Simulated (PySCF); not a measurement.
Run report: C$_{5}$H$_{12}$F$_{3}$PSi, NMR shielding calculation

System: C$_{5}$H$_{12}$F$_{3}$PSi, SMILES CP(C[SiH3])CCC(F)(F)F.
Method: GIAO PBE0/pcSseg-1 NMR shielding, non-relativistic, gas phase (PySCF 2.14.0).

The geometry comes from this level: GFN2-xTB. Figures and captions count atoms from 1; the log counts them from 0 in places.

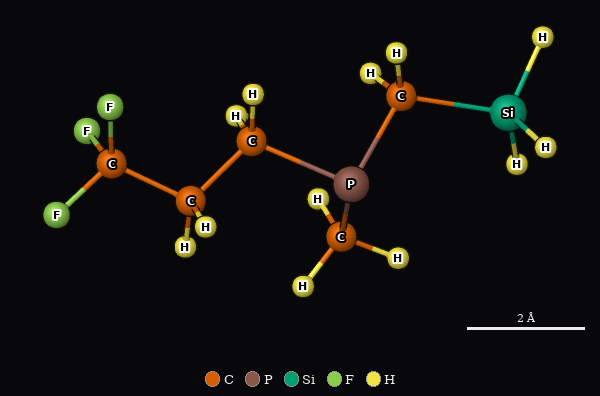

Fig. 1: The structure as given in the input (ball-and-stick view, seen at a tilt). Bond lengths as drawn: C–C 1.51 to 1.53 Å, C–F 1.34 Å, C–H 1.09 Å, C–P 1.85 to 1.88 Å, C–Si 1.91 Å and H–Si 1.46 to 1.47 Å.

### Results in brief

| quantity | value |
| --- | --- |
| outcome | converged |
| total energy | −1127.306445 hartree |
| HOMO | −6.94 eV |
| LUMO | 0.47 eV |
| dipole moment | 2.05 D |
| isotropic shielding, C | 50.7 to 173.4 ppm |
| isotropic shielding, P | 376.1 ppm |
| isotropic shielding, Si | 425.8 ppm |
| isotropic shielding, F | 250.5 to 262.3 ppm |
| isotropic shielding, H | 27.6 to 31.2 ppm |
| hardware | 1 CPU thread, shared host |
| wall time | 57 s |
| peak memory | 1.1 GiB |

### Input
```
{"job": {"kind": "nmr", "xc": "PBE0", "basis": "pcSseg-1"}, "charge": 0, "multiplicity": 1}
C      0.774038    -1.332719     1.111798
P      0.607144     0.457758     0.678405
C      1.788398     0.521770    -0.743830
Si     3.613927     0.515826    -0.197721
C     -0.955562     0.335120    -0.350991
C     -2.198754     0.182252     0.519331
C     -3.453880     0.178151    -0.327971
F     -3.608616     1.310167    -1.031214
F     -4.566119     0.035713     0.412577
F     -3.466011    -0.825571    -1.221190
H      0.696039    -1.964016     0.227144
H      0.000881    -1.605723     1.827833
H      1.741358    -1.486671     1.584838
H      1.577691    -0.300230    -1.431182
H      1.584083     1.454529    -1.273317
H      3.826640     1.581811     0.779140
H      3.964919    -0.779259     0.391986
H      4.430784     0.731607    -1.394168
H     -0.878513    -0.502304    -1.051050
H     -1.032104     1.260402    -0.929225
H     -2.277169     1.008201     1.229094
H     -2.179584    -0.757430     1.074446
```

The first line tells a small driver script what to run in PySCF; the rest is the geometry in Å.

Command:
```bash
OMP_NUM_THREADS=1 python <driver script> task.json out
```

### Log
```
coarse grid: 19376 points
cycle   1  E = -1127.0689342480  dE =  1.026e+00  |g| = 9.311e-01  |ddm| = 4.129e+00
cycle   2  E = -1126.9418225064  dE =  1.271e-01  |g| = 1.320e+00  |ddm| = 1.184e+00
cycle   3  E = -1127.2245482877  dE = -2.827e-01  |g| = 7.257e-02  |ddm| = 6.940e-01
cycle   4  E = -1127.2253074258  dE = -7.591e-04  |g| = 4.022e-02  |ddm| = 8.087e-02
cycle   5  E = -1127.2256632305  dE = -3.558e-04  |g| = 6.209e-03  |ddm| = 3.768e-02
cycle   6  E = -1127.2256724432  dE = -9.213e-06  |g| = 1.967e-03  |ddm| = 9.286e-03
final grid: 179168 points
cycle   7  E = -1127.3064183786  dE = -6.273e-05  |g| = 1.072e-02  |ddm| = 3.932e-02
cycle   8  E = -1127.3064011159  dE =  1.726e-05  |g| = 1.411e-02  |ddm| = 1.908e-02
cycle   9  E = -1127.3064452812  dE = -4.417e-05  |g| = 8.246e-04  |ddm| = 1.100e-02
cycle  10  E = -1127.3064453814  dE = -1.002e-07  |g| = 3.236e-04  |ddm| = 8.092e-04
cycle  11  E = -1127.3064453992  dE = -1.780e-08  |g| = 7.645e-05  |ddm| = 2.716e-04
cycle  12  E = -1127.3064454005  dE = -1.317e-09  |g| = 1.663e-05  |ddm| = 9.686e-05
cycle  13  E = -1127.3064454006  dE = -4.957e-11  |g| = 5.402e-06  |ddm| = 1.778e-05
```

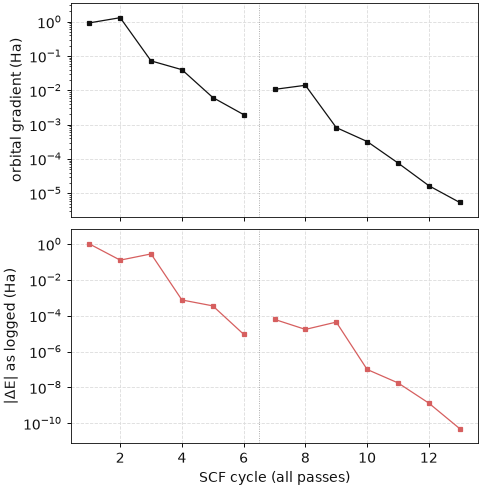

Fig. 2: Convergence of the self-consistent field: orbital gradient and size of the energy change against the SCF cycle. The dotted line marks the change from a coarse to the final integration grid. The first 6 cycles use a coarse grid, the final grid takes over at cycle 7, and the field converges after 13 cycles in all.

```
converged SCF energy = -1127.3064454006

GIAO shielding tensors (ppm)
atom      isotropic    diamagn.    paramagn.     s11        s22        s33       span
  0 C      169.761     256.085     -86.324    152.270    166.934    190.079     37.809
  1 P      376.081     969.251    -593.170    343.911    366.134    418.197     74.286
  2 C      173.431     259.512     -86.081    159.648    170.371    190.274     30.626
  3 Si     425.831     879.383    -453.552    399.567    412.524    465.402     65.835
  4 C      151.340     258.833    -107.494    133.087    147.927    173.005     39.918
  5 C      151.327     249.371     -98.044    132.583    147.872    173.526     40.944
  6 C       50.695     246.912    -196.216     45.546     48.325     58.215     12.669
  7 F      262.349     473.770    -211.421    172.042    268.483    346.522    174.480
  8 F      250.524     466.758    -216.234    159.671    248.270    343.632    183.961
  9 F      260.589     475.725    -215.135    170.381    265.362    346.025    175.645
 10 H       31.167      34.029      -2.862     28.133     28.722     36.648      8.515
 11 H       30.471      32.816      -2.344     25.446     28.877     37.091     11.645
 12 H       30.315      32.485      -2.169     25.096     28.492     37.359     12.263
 13 H       31.144      34.904      -3.760     26.327     31.026     36.079      9.752
 14 H       30.902      33.814      -2.912     25.015     30.007     37.684     12.669
 15 H       27.826      28.526      -0.700     24.155     26.186     33.138      8.984
 16 H       27.846      28.728      -0.882     23.538     27.375     32.624      9.086
 17 H       27.589      27.731      -0.142     23.773     25.089     33.905     10.131
 18 H       30.381      36.588      -6.206     25.635     32.292     33.217      7.581
 19 H       29.883      35.710      -5.827     23.968     31.343     34.339     10.371
 20 H       29.593      30.295      -0.701     24.537     30.324     33.919      9.382
 21 H       29.763      31.671      -1.908     24.181     32.046     33.063      8.881
```

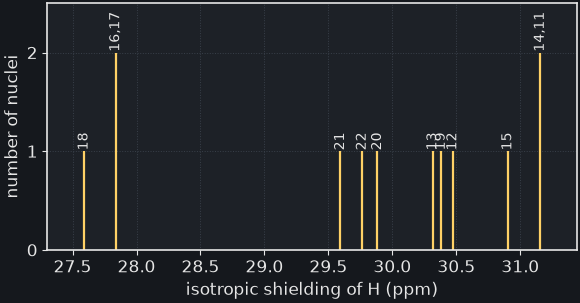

Fig. 3: Isotropic shieldings of the hydrogen nuclei in this fixed geometry, labelled by atom number; shielding grows to the right, so chemical shift grows to the left. The least shielded is H18 (27.6 ppm), the most shielded H11 (31.2 ppm).

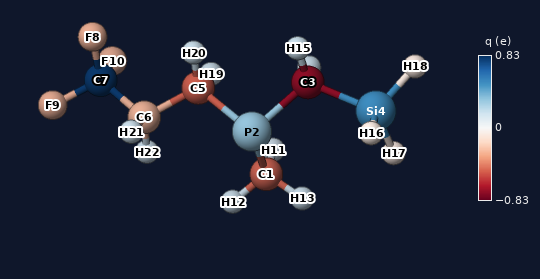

Fig. 4: Mulliken charges, as the colour of each atom (ball-and-stick view, seen at a tilt; atoms are numbered from 1 in the order of the input). By element: C −0.73 to +0.79, P +0.31, Si +0.51, F −0.28 to −0.27 and H −0.08 to +0.17 e.
